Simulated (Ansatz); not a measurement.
**Pd (Fm-3m, 1 atom in the cell): phonons and vibrational spectra**

The cell of Pd (Fm-3m, 1 atom in the cell) is at rest. What are its phonons?

Method: DFT PBE, scalar-relativistic, plane waves, PAW, in Ansatz 0.2.0.

## 1. The starting structure

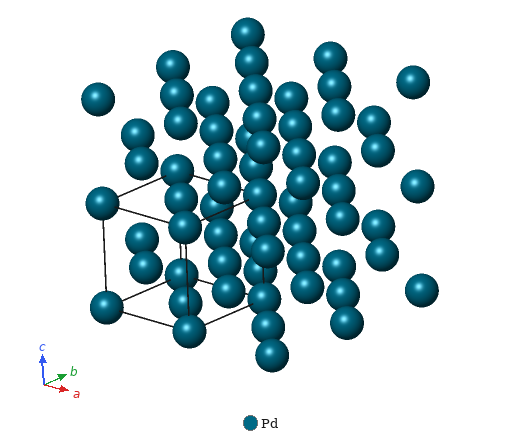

The starting structure, seen from a free direction (palladium blue). 2×2×2 cells are drawn. This picture shows the conventional cell, with its axes. Some periodic images of atoms are drawn too.

## 2. Phonons on a q mesh

The cell comes from relaxations at this level that are not shown. Stability and thermal properties need the whole zone. Linear response on a 4×4×4 q mesh gives force constants as far as a supercell of that size would.

input.yaml reads:

```yaml
crystal:
  lattice:
    - [0.0, 1.971071988, 1.971071988]
    - [1.971071988, 0.0, 1.971071988]
    - [1.971071988, 1.971071988, 0.0]
  atoms:
    - { symbol: Pd, position: [0.0, 0.0, 0.0] }
kpoints:
  mp_grid: { grid: [20, 20, 20] }
hamiltonian:
  xc: pbe
scf:
  occupations: { method: methfessel_paxton, width: 0.2 }
output:
  eigenvalues: true
phonons:
  method: dfpt
  qmesh: [4, 4, 4]
  temperatures: { t_max: 1000, t_step: 50 }
  qpath:
    path:
      - [[0.0, 0.0, 0.0], [0.5, 0.0, 0.5], [0.625, 0.25, 0.625]]
      - [[0.375, 0.375, 0.75], [0.0, 0.0, 0.0], [0.5, 0.5, 0.5], [0.5, 0.25, 0.75], [0.5, 0.0, 0.5]]
    npoints: 10
```

Run with:

```sh
> ansatz run input.yaml --threads 4 --pin off --max-ram 7168MiB --backend cpu --events-out ev --progress --plain --runs-dir out
```

Numbers of over 12 decimals in the logs are rounded to 6 here.

Log:

```text
Engine: ansatz 0.2.0, aarch64-unknown-linux-gnu
Pseudopotentials: kind: paw
Pseudopotential: Pd, paw, valence charge 18, recommended cutoff 420 eV (normal), Pd.paw.azcp
Functional definition: PBE
  parameter kappa = 0.804
  parameter beta = 0.066725
  exchange = pbe_x(kappa = kappa, mu = beta*pi^2/3)
  correlation = pbe_c(beta = beta)
Crystal: 1 atoms, lattice volume = 15.316 Å³
Basis set: ecut = 420 eV, 307 PW (Γ), exchange–correlation on 40×40×40 points (8 copies of the dense FFT grid, shifted against one another)
Bands: 13, of which v1, the nominal top of the filled ones, is band 9 counted from 1 (8 counted from 0)
Symmetry: 48 space group operations
k-points: 256 of 8000
Non-local potential: Pd, projectors of the file, l = 0: 2, l = 1: 2, l = 2: 2, l = 3: 1
PAW form: soft (Blöchl's): semilocal exchange-correlation on the pseudo side does not see the compensation charge
PAW one-centre angular grid: Pd, 590 points (default); XC on 64 Gauss nodes
Initial density: superposition of atomic densities (neutral atoms: chi_scale 0, normalization atom), corrected by the library's trained network
Initial wavefunctions: pseudopotential atomic-orbital guess
Functional: x = pbe(κ = 0.804, μ = 0.219515), c = pbe(β = 0.066725)
SCF iter   1: F=—  HF=-6972.848264 eV  |F-HF|=—  |Δ(HF+E_count)|=         —  Δρ=4.57e-3  dr2=1.01e-3  ethr=1.77e-3  ⟨swp⟩=4.9  Hψ=18007  notcnv=0
preconditioner: auto → none  [metal: Δε(μ)=0.003 eV  Ē_g=13.890 eV  σ=0.200 eV  W_gap=0.01  n_scr=8 (ndim 8)  ℏωp=30.0 eV  f_vac=0.000  D(μ)=2.79/eV (n_scr^D=58)  sad-step TF]
SCF iter   2: F=—  HF=-6972.848255 eV  |F-HF|=—  |Δ(HF+E_count)|=   9.25e-6  S|Δr|=    0.00e0  Δρ=2.26e-3  dr2=1.57e-4  ethr=5.59e-6  ⟨swp⟩=1.5  Hψ=5764  notcnv=0
SCF iter   3: F=—  HF=-6972.848360 eV  |F-HF|=—  |Δ(HF+E_count)|=   1.05e-4  S|Δr|=    0.00e0  Δρ=6.24e-4  dr2=4.70e-5  ethr=8.72e-7  ⟨swp⟩=1.1  Hψ=3414  notcnv=0
SCF iter   4: F=—  HF=-6972.848353 eV  |F-HF|=—  |Δ(HF+E_count)|=   6.42e-6  S|Δr|=    0.00e0  Δρ=9.30e-5  dr2=4.50e-7  ethr=2.61e-7  ⟨swp⟩=2.1  Hψ=4455  notcnv=0
SCF iter   5: F=—  HF=-6972.848351 eV  |F-HF|=—  |Δ(HF+E_count)|=   2.36e-6  S|Δr|=    0.00e0  Δρ=3.07e-5  dr2=6.55e-8  ethr=2.50e-9  ⟨swp⟩=2.8  Hψ=5958  notcnv=0
SCF iter   6: F=—  HF=-6972.848351 eV  |F-HF|=—  |Δ(HF+E_count)|=   1.27e-8  S|Δr|=    0.00e0  Δρ=8.37e-6  dr2=5.65e-9  ethr=3.64e-10  ⟨swp⟩=1.0  Hψ=3328  notcnv=0
SCF iter   7: F=-6972.848351 eV  HF=-6972.848351 eV  |F-HF|=0.00e0  |Δ(HF+E_count)|=   1.45e-9  S|Δr|=    0.00e0  Δρ=1.34e-7  dr2=1.42e-12  ethr=1.00e-12  ⟨swp⟩=4.6  Hψ=15310  notcnv=0
SCF 1 converged in 7 iterations: F = -6972.848351 eV  dr2 = 1.42e-12
  greatest PAW one-centre occupation: 0.999 electrons in one spin orbital (limit 2), on the Pd atom at site 0 (counted from 0), in its partial waves of l = 0
NSCF: frozen V_eff on 256 k-points
NSCF: frozen V_eff on 641 k-points
DFPT response loops at q = (0, 0, 0) (fractional): preconditioner auto → Kerker (q_TF=auto, 2.803 Å⁻¹) (partly filled bands, converged f_vac=0.000); β = 1.00, the filter's whole step (`scf.mixing.beta` (0.50) is not read by the response loops under this deck's `scf.mixing.preconditioner`; to damp them name `kerker` or `kerker_dos`, under which they read `scf.mixing.beta`, and type it under 1.00, their step now; both keys bind the ground state too); Broyden in place of MSR1
NSCF: frozen V_eff on 8400 k-points
DFPT response loops at q = (0, 0, 0.25) (fractional): mixed as the last ones told, above
NSCF: frozen V_eff on 4224 k-points
DFPT response loops at q = (0, 0, -0.5) (fractional): mixed as the last ones told, above
NSCF: frozen V_eff on 4420 k-points
DFPT response loops at q = (0, 0.25, 0.25) (fractional): mixed as the last ones told, above
NSCF: frozen V_eff on 16000 k-points
DFPT response loops at q = (0, 0.25, -0.5) (fractional): mixed as the last ones told, above
NSCF: frozen V_eff on 8400 k-points
DFPT response loops at q = (0, 0.25, -0.25) (fractional): mixed as the last ones told, above
NSCF: frozen V_eff on 2332 k-points
DFPT response loops at q = (0, -0.5, -0.5) (fractional): mixed as the last ones told, above
NSCF: frozen V_eff on 4420 k-points
DFPT response loops at q = (0.25, -0.5, -0.25) (fractional): mixed as the last ones told, above
SCF converged after 7 iterations
Stability not checked: this state was not tested for a lower state beside it, because cold or Methfessel-Paxton smearing, or corrected tetrahedra, fill the levels in a way that the test cannot read (fill_not_monotonic; see scf.lower_state_search)
Free energy (F): -6972.848351 eV
Harris-Foulkes:  -6972.848351 eV  (|F-HF|=0.00e0)
Internal energy: -6972.840846 eV  (E = F + TS)
E sigma→0 (E₀):  -6972.846475 eV
Entropy (-TS):   -0.007505 eV (-7.505 meV/atom)
Fermi energy:    18.819536 eV
--- Per-component energies (eV) ---
  E_band       = -151.834013
  E_kinetic    = 513.100314
  E_local      = -1801.361790  (includes V_loc(G=0)·N_el)
  E_nonlocal   = 217.176850
  E_hartree    = 729.966082
  E_xc         = -168.480431
  E_vxc        = -211.359658  (∫ρ·V_xc dr)
  E_paw        = -3750.174514  (= ΣΔE_a)
  E_vpaw       = -329.322030  (= ΣTr[D̂ρ^β])
  E_aug_tail   = 0.000199  (compensation charges beyond the density's cutoff)
  E_ewald      = -2713.067557
  E_smearing   = -0.007505  (= −TS)
  E_closure    = 0.000000  (closes the sum)
  Σ components = -6972.848351   (vs F -6972.848351, Δ=0.00e0)
--- Band table (eV; the first three rows and the last of 256) ---
  k-point 0: bands = [... 5 lower, 16.1523, 16.1523, 16.1523, 17.6684, 17.6684, 35.8321, 40.3417, 40.3417]
  k-point 1: bands = [... 5 lower, 16.1217, 16.1826, 16.1826, 17.6539, 17.6539, 35.9222, 39.7405, 40.4385]
  k-point 2: bands = [... 5 lower, 16.0422, 16.2641, 16.2641, 17.6210, 17.6210, 36.1277, 38.4468, 40.7150]
  k-point 255: bands = [... 5 lower, 15.6418, 15.6418, 17.5861, 19.0990, 27.5265, 27.5265, 28.8667, 30.1504]
--- Phonons (Γ-DFPT): 1 representative perturbation + reference (Σ response iterations 3) ---
  ASR residual: 7.696e-5 → 0.000e0 eV/Å²; symmetrization residual: 1.364e-11 eV/Å²
  ASR residual per site (eV/Å²): 7.70e-5
  Γ frequencies (cm⁻¹): 0.00 0.00 0.00
--- Phonons (arbitrary-q DFPT): 8 irreducible q on the 4×4×4 mesh ---
  q = [0.0000, 0.0000, 0.0000] (star 1, of the zone-centre solve; hermiticity 5.30e-9, symmetrization 1.77e-7): -0.00 -0.00 -0.00
  q = [0.0000, 0.0000, 0.2500] (star 8, 1 solved perturbation on 4200 of 8000 k-point pairs; hermiticity 3.35e-13, symmetrization 2.36e-12): 64.06 64.06 151.67
  q = [0.0000, 0.0000, -0.5000] (star 4, 1 solved perturbation on 2112 of 8000 k-point pairs; hermiticity 1.28e-8, symmetrization 6.38e-9): 106.18 106.18 216.39
  q = [0.0000, 0.2500, 0.2500] (star 6, 2 solved perturbations in 3420 linear systems a pass and spin channel, the states on 2210 of 8000 k-point pairs; hermiticity 1.78e-13, symmetrization 1.73e-13): 97.92 97.92 148.50
  q = [0.0000, 0.2500, -0.5000] (star 24, 2 solved perturbations in 12200 linear systems a pass and spin channel, the states on 8000 of 8000 k-point pairs; hermiticity 6.58e-7, symmetrization 8.33e-8): 123.72 137.54 197.08
  q = [0.0000, 0.2500, -0.2500] (star 12, 2 solved perturbations in 6410 linear systems a pass and spin channel, the states on 4200 of 8000 k-point pairs; hermiticity 6.53e-14, symmetrization 1.10e-13): 89.59 137.29 183.84
  q = [0.0000, -0.5000, -0.5000] (star 3, 2 solved perturbations in 1807 linear systems a pass and spin channel, the states on 1166 of 8000 k-point pairs; hermiticity 5.07e-9, symmetrization 2.90e-9): 146.32 146.32 208.82
  q = [0.2500, -0.5000, -0.2500] (star 6, 2 solved perturbations in 3326 linear systems a pass and spin channel, the states on 2210 of 8000 k-point pairs; hermiticity 4.81e-9, symmetrization 2.41e-9): 134.40 175.50 175.50
  sum rule: each row above includes the acoustic sum rule's correction from the zone centre's row sums; it moved no ω² by more than (0.44 cm⁻¹)²
  mesh force constants: q→R imaginary residual 0.00e0; ASR residual 7.696e-5 → 0.000e0 eV/Å²; symmetrization residual 7.105e-15 eV/Å²
  interpolated dispersion: 62 rows × 3 modes
  density of states and harmonic sums: on the 28×28×28 q-mesh, interpolated from the force constants of a 4×4×4 supercell (no non-analytic term)
  largest difference from the sums on the solved wave vectors: F 1.30e-2 eV, S 1.71e-5 and C_V 4.03e-6 eV/K
  zero-point energy: 0.025607 eV/cell   skipped modes (ω ≤ 0): 3   left out of the sums: 4.56e-5 of the cell's modes: C_V's classical limit lies that fraction below 3 k_B per atom; for a crystal, a wire or a layer, F and S can be off by more, and a phonons.interpolated_qmesh denser along its periods is the remedy for the sampling
```

Wall time 2.1 min (4 threads of Arm Neoverse V2, shared host); peak memory 3.6 GiB.

Numbers from this step:

```
volume per atom                                         : 15.32 Å³
gap on the k-mesh                                       : 0 eV
sum-rule residual before enforcement                    : 7.70e-5 eV/Å²
lowest frequency on the path                            : 0 cm⁻¹
highest frequency on the path or at a solved wavevector : 216.4 cm⁻¹
mean frequency                                          : 137.7 cm⁻¹
Debye temperature (second moment)                       : 268 K
logarithmic mean frequency                              : 129.7 cm⁻¹
lowest mode on the q mesh (acoustic modes at Γ apart)   : 64.06 cm⁻¹
zero-point energy per atom                              : 25.61 meV
heat capacity at 300 K                                  : 23.98 J/(mol atoms K)
vibrational entropy at 300 K                            : 37.28 J/(mol atoms K)
```

Frequencies (cm⁻¹) solved at each irreducible wavevector; negative means imaginary. Frequencies by wavevector, by row:

```tsv
q in reciprocal lattice units	star	mode 1	mode 2	mode 3
0 0 0	1	0	0	0
0 0 0.25	8	64.1	64.1	151.7
0 0 -0.5	4	106.2	106.2	216.4
0 0.25 0.25	6	97.9	97.9	148.5
0 0.25 -0.5	24	123.7	137.5	197.1
0 0.25 -0.25	12	89.6	137.3	183.8
0 -0.5 -0.5	3	146.3	146.3	208.8
0.25 -0.5 -0.25	6	134.4	175.5	175.5
```

Interpolated from a 4×4×4 q mesh. Phonon branches along the path, in cm⁻¹:

```tsv
point	branch 1	branch 2	branch 3
Γ	0	0	0
X	146	146	209
U	131	165	189
jump to K	131	165	189
Γ	0	0	0
L	106	106	216
W	134	176	176
X	146	146	209
```

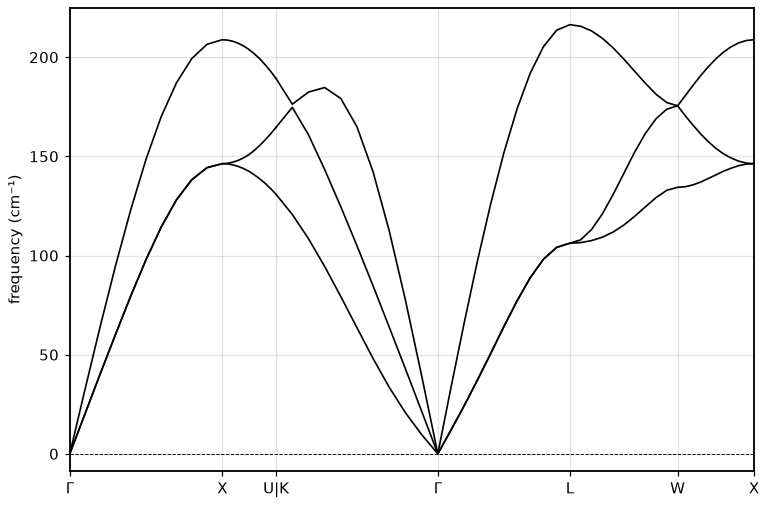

Phonon branches along the path.

Tetrahedra on a 28×28×28 mesh, mean over bins of 2 cm-1. Interpolated from a 4×4×4 q mesh. The phonon density of states by wavenumber; read off at these points:

```tsv
wavenumber (cm⁻¹)	phonon density of states (1/cm⁻¹/cell)
10.0	1.8e-4
20.0	7.9e-4
30.0	0.00162
40.0	0.00269
50.0	0.00400
60.0	0.00553
70.0	0.00745
80.0	0.00991
90.0	0.0133
100.0	0.0192
107.0	0.0305
110.0	0.0299
120.0	0.0290
130.0	0.0291
140.0	0.0227
150.0	0.0185
160.0	0.0155
170.0	0.0113
180.0	0.0149
190.0	0.0343
195.0	0.0386
200.0	0.0216
210.0	0.00598
```

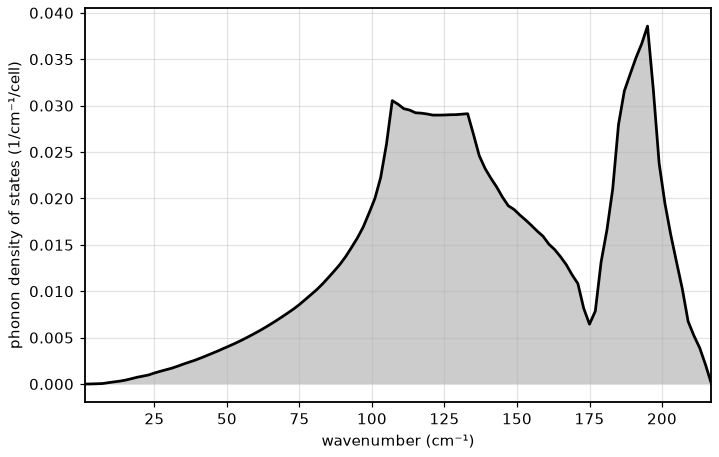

Phonon density of states against wavenumber.

Second derivatives of the energy by pair, one row for each kind of neighbour of each atom listed. Each entry sums the pair over the periodic images of the supercell that the q mesh stands for, and in a polar crystal it holds the long-range dipole part too. Force constants by pair, by row:

```tsv
atom	neighbour	distance (Å)	third of the trace (eV/Å²)	along the pair's line (eV/Å²)
Pd1	itself	0	8.14	–
Pd1	Pd	2.788	-0.6741	-2.268
Pd1	Pd	3.942	-0.039	-0.1018
Pd1	Pd	4.828	-0.0195	-0.0823
Pd1	Pd	5.575	0.1066	0.2331
Pd1	Pd	6.233	0.0084	0.0167
Pd1	Pd	6.828	-0.0316	-0.0316
```

Harmonic thermodynamic functions per atom, from the density of states. Interpolated from a 4×4×4 q mesh. Thermodynamic functions, by row:

```tsv
T (K)	F_vib (meV/atom)	S (J/mol-atom/K)	C_V (J/mol-atom/K)
0	25.61	0	0
50	25.03	3.93	8.705
100	20.56	13.33	18
200	-1.31	27.76	22.85
300	-35.31	37.28	23.98
400	-77.72	44.25	24.39
500	-126.5	49.71	24.59
600	-180.4	54.2	24.7
700	-238.6	58.02	24.76
800	-300.5	61.33	24.8
900	-365.6	64.25	24.83
1000	-433.6	66.87	24.85
```

Harmonic mean-square displacement, third of the trace. Interpolated from a 4×4×4 q mesh. Mean square displacements, by row:

```tsv
T (K)	Pd1 U_eq (Å²)
0	0.00133
100	0.00243
300	0.00636
600	0.01253
```

Symmetry leaves 8 wavevectors to solve. The lowest mode among them, the acoustic zeros apart, lies at q = (0, 0, 0.25) and is real, 64.1 cm⁻¹.

## 3. The same by displaced supercells

Finite displacements in a 2×2×2 supercell give force constants from forces alone. They are exact at the wavevectors that the supercell holds, where they check the linear-response result.

input.yaml, as its differences from that of step 2:

```diff
@@ -16,4 +16,4 @@
 phonons:
-  method: dfpt
-  qmesh: [4, 4, 4]
+  method: fd
+  supercell: [2, 2, 2]
   temperatures: { t_max: 1000, t_step: 50 }
```

Log:

```text
[...]
Crystal: 8 atoms, lattice volume = 122.526 Å³
Basis set: ecut = 420 eV, 2421 PW (Γ), exchange–correlation on 80×80×80 points (8 copies of the dense FFT grid, shifted against one another)
Bands: 85, of which v1, the nominal top of the filled ones, is band 72 counted from 1 (71 counted from 0)
Symmetry: 384 space group operations
k-points: 47 of 1000
[...]
SCF iter   1: F=—  HF=-55782.786808 eV  |F-HF|=—  |Δ(HF+E_count)|=         —  Δρ=1.62e-7  dr2=1.88e-11  ethr=1.00e-12  ⟨swp⟩=3.0  Hψ=10167  notcnv=0
[...]
SCF iter   2: F=-55782.786808 eV  HF=-55782.786808 eV  |F-HF|=7.28e-12  |Δ(HF+E_count)|=  7.28e-12  S|Δr|=    0.00e0  Δρ=8.08e-8  dr2=4.00e-12  ethr=1.00e-12  ⟨swp⟩=3.0  Hψ=10260  notcnv=0
SCF 1 converged in 2 iterations: F = -55782.786808 eV  dr2 = 4.00e-12
[...]
Symmetry: 8 space group operations
k-points: 102 of 1000 (time reversal used)
iter 1 solved again at ethr=1.29e-7 eV; its pass at ethr=3.10e-3 eV (dr2=1.86e-4 eV) is discarded
[...]
SCF iter   7: F=-55782.786780 eV  HF=-55782.786780 eV  |F-HF|=0.00e0  |Δ(HF+E_count)|=    0.00e0  S|Δr|=    0.00e0  Δρ=6.74e-8  dr2=3.54e-12  ethr=1.00e-12  ⟨swp⟩=4.0  Hψ=36043  notcnv=0
SCF 2 converged in 7 iterations: F = -55782.786780 eV  dr2 = 3.54e-12
[...]
SCF converged after 2 iterations
[...]
Free energy (F): -55782.786808 eV
[...]
Internal energy: -55782.726769 eV  (E = F + TS)
E sigma→0 (E₀):  -55782.771798 eV
Entropy (-TS):   -0.060039 eV (-7.505 meV/atom)
Fermi energy:    18.819537 eV
[...]
--- Band table (eV; the first three rows and the last of 47) ---
  k-point 0: bands = [... 68 lower, 19.0971, 19.0971, 19.0971, 19.0971, 19.0971, 19.9194, 19.9194, 19.9194, ... 9 higher]
  k-point 1: bands = [... 68 lower, 18.8826, 18.8826, 19.0587, 19.0587, 19.0587, 19.5022, 20.3485, 20.3485, ... 9 higher]
  k-point 2: bands = [... 68 lower, 18.8162, 18.8162, 18.8162, 18.9951, 18.9951, 18.9951, 21.0332, 21.0332, ... 9 higher]
  k-point 46: bands = [... 68 lower, 18.2956, 18.2956, 18.6839, 18.6839, 18.7773, 18.7773, 19.4489, 19.4489, ... 9 higher]
--- Phonons: 1 displaced member + reference (amplitude 0.0025 Å, Σ member SCF iterations 7) ---
  symmetry images taken by strict's conditions (phonons.symmetry_images: auto; settled by no image being taken that strict refuses)
  ASR residual: 3.819e-4 → 0.000e0 eV/Å²; symmetrization residual: 3.553e-15 eV/Å²
  largest component of a force at the reference: 6.5e-29 eV/Å
  ASR residual per site (eV/Å²): 3.82e-4
  Γ frequencies (cm⁻¹): 0.00 0.00 0.00
[...]
```

The job ended after 21 s (4 threads; peak memory 1.1 GiB).

This step gave:

```
atoms in the supercell               : 8
sum-rule residual before enforcement : 3.82e-4 eV/Å²
```

Interpolated from a 2×2×2 supercell, rough between the solved points. The phonon branches at the labelled points (cm⁻¹):

```tsv
point	branch 1	branch 2	branch 3
Γ	0	0	0
X	146	146	209
U	135	174	194
jump to K	135	174	194
Γ	0	0	0
L	106	106	216
W	148	182	182
X	146	146	209
```

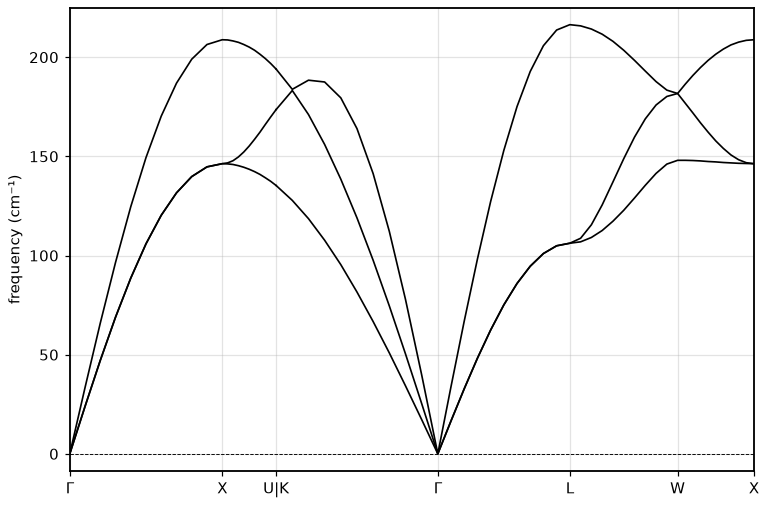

Phonon branches along the path.

The phonon density of states has structure finer than the step of the table below, so its rows give means over 20 cm⁻¹, whole bins alone (the curve runs from 1 to 217 cm⁻¹). Peaks (cm⁻¹: height): 145.0: 0.0324, 197.0: 0.0429.

Tetrahedra on a 28×28×28 mesh, mean over bins of 2 cm-1. Interpolated from a 2×2×2 supercell, rough between the solved points. Phonon density of states against wavenumber; means over each step:

```tsv
wavenumber (cm⁻¹)	phonon density of states (1/cm⁻¹/cell)
20	3.4e-4
40	0.00142
60	0.00353
80	0.00746
100	0.0173
120	0.0280
140	0.0290
160	0.0175
180	0.0160
200	0.0278
```

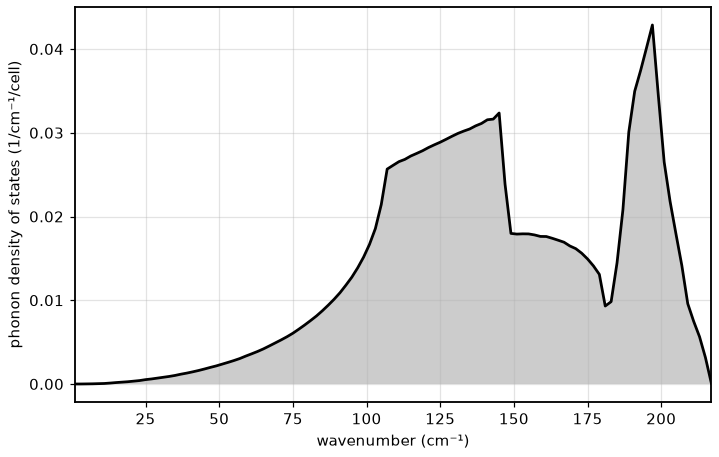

Phonon density of states, plotted against wavenumber.

## 4. Results

| Quantity | Value |
| --- | --- |
| space group (within 0.01 Å) | Fm-3m |
| volume per atom | 15.3 Å³ |
| electronic character | no gap on this mesh |
| lowest mode on the q mesh (acoustic modes at Γ apart) | 64.1 cm⁻¹ |
| highest frequency on the path or at a solved wavevector | 216 cm⁻¹ |
| zero-point energy per atom | 25.6 meV |
| heat capacity at 300 K | 24.0 J/(mol atoms K) |
| vibrational entropy at 300 K | 37.3 J/(mol atoms K) |
| Debye temperature (second moment) | 268 K |
| imaginary modes on the 4×4×4 q mesh | none |

In words: The structure is a minimum as far as tested: no mode is imaginary at the 8 irreducible wavevectors of the 4×4×4 mesh, and the softest away from the acoustic zeros lies at 64 cm⁻¹. Some magnetic starts kept moments in single points, but the one carried on lost them, and the others were not relaxed, so the runs shown are non-magnetic; if the real compound is magnetic, its cell and modes can differ much. With no gap, or one that is small against the smearing, the frequencies hang on the k mesh and the smearing, most of all near Kohn anomalies. These are harmonic frequencies at zero temperature: anharmonic shifts, linewidths and thermal expansion are left out.

[Logs are printed without paths, hosts, clocks, repeated set-up lines and the standing remarks that a program may print on its own settings, such as how far it seeks lower states.]

[Hosts, paths, dates, database ids (printed as entryN), source tags and the programs' standing remarks are cut or masked in the printed files.]
